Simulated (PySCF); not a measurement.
**InCNCl2 (SMILES N#[C][In]([Cl])[Cl]): BLYP/def2-TZVP (core potential)**

What is the vertical ionisation energy of InCNCl2 at BLYP/def2-TZVP (core potential)? Input form: a Python script.

The calculation is run with PySCF 2.14.0.

**1. The structure to begin with**

InCNCl2: 5 atoms, total charge 0, spin state singlet. As SMILES, `N#[C][In]([Cl])[Cl]`. The coordinates come from a PBE0-D4/def2-TZVP relaxation.

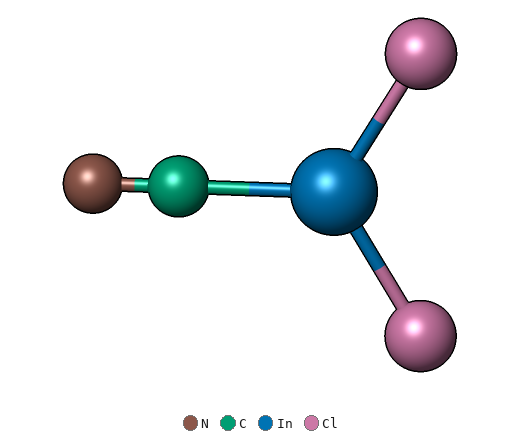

Viewed from a chosen angle; nitrogen brown, carbon teal, indium blue, chlorine pink.

**2. The energy at BLYP/def2-TZVP (core potential)**

calc.py reads:

```python
from pyscf import gto, dft

mol = gto.Mole()
mol.atom = '''
N      0.982000    -1.467500     1.974200
C      0.557900    -0.832100     1.111300
In    -0.210400     0.315000    -0.457400
Cl    -1.894700    -0.494000    -1.778700
Cl     0.615000     2.404900    -0.890900
'''
mol.basis = 'def2-tzvp'
mol.spin = 0
mol.max_memory = 1860
mol.ecp = {'In': 'def2-svp'}
mol.verbose = 3
mol.build()

mf = dft.RKS(mol)
mf.xc = 'blyp'
mf.conv_tol = 1e-10
mf.grids.level = 4
mf.kernel()
if not mf.converged:
    mf = mf.newton().run(mf.mo_coeff, mf.mo_occ)

e_final = mf.e_tot
print('Final energy', e_final)
```

On the command line:

```
OMP_NUM_THREADS=1 python calc.py
```

The program printed:

```text
converged SCF energy = -1203.47504399157
Final energy -1203.4750439915706
```

Wall time 43 s (1 thread of Arm Neoverse V1, shared host); peak memory 1.8 GiB.

**3. The doublet cation at the same level**

job.py reads:

```python
from pyscf import gto, dft

system = gto.M(
    atom=[
    ('N', (0.982000, -1.467500, 1.974200)),
    ('C', (0.557900, -0.832100, 1.111300)),
    ('In', (-0.210400, 0.315000, -0.457400)),
    ('Cl', (-1.894700, -0.494000, -1.778700)),
    ('Cl', (0.615000, 2.404900, -0.890900)),
],
    charge=1,
    basis='def2-tzvp',
    verbose=3,
    spin=1,
    max_memory=1860,
    ecp={'In': 'def2-svp'},
)

mf = dft.UKS(system)
mf.xc = 'blyp'
mf.conv_tol = 1e-10
mf.grids.level = 4
mf.kernel()
if not mf.converged:
    mf = mf.newton().run(mf.mo_coeff, mf.mo_occ)

etot = mf.e_tot
print('E = %.10f Eh' % etot)
```

On the command line:

```
OMP_NUM_THREADS=1 python job.py
```

The program printed:

```text
WARN: HOMO -0.570944784232738 >= LUMO -0.570944784232736

WARN: HOMO -0.0986998571412741 >= LUMO -0.0984119986559839

WARN: HOMO -0.497353539144666 >= LUMO -0.497132970059928

SCF not converged.
SCF energy = -1203.07682100881 after 50 cycles  <S^2> = 0.75233938  2S+1 = 2.002338
converged SCF energy = -1203.07682105403  <S^2> = 0.75233937  2S+1 = 2.002338
E = -1203.0768210540 Eh
```

Run time: 3.5 min. Hardware: 1 thread of Arm Neoverse V1, shared host; peak memory 2 GiB.

**4. What came out**

Level: BLYP/def2-TZVP (core potential).

```
                                          quantity           value
                     singlet InCNCl2: total energy  -1203.47504 Eh
                    singlet InCNCl2: dipole moment          1.83 D
                      singlet InCNCl2: HOMO energy        -8.07 eV
                      singlet InCNCl2: LUMO energy        -3.49 eV
                    singlet InCNCl2: HOMO–LUMO gap         4.59 eV
                      doublet cation: total energy  -1203.07682 Eh
doublet cation: HOMO energy (highest over α and β)       -13.60 eV
 doublet cation: LUMO energy (lowest over α and β)       -13.55 eV
                              doublet cation: ⟨S²⟩           0.752
vertical ionisation energy (to the doublet cation)       10.836 eV
```

The vertical ionisation energy comes to 10.84 eV (250 kcal/mol). −ε(HOMO) before ionisation, 8.07 eV, is 2.76 eV below this ionisation energy. Mulliken charges (doublet cation) run from -0.17 on C2 to +0.92 on In3; they depend strongly on the basis.
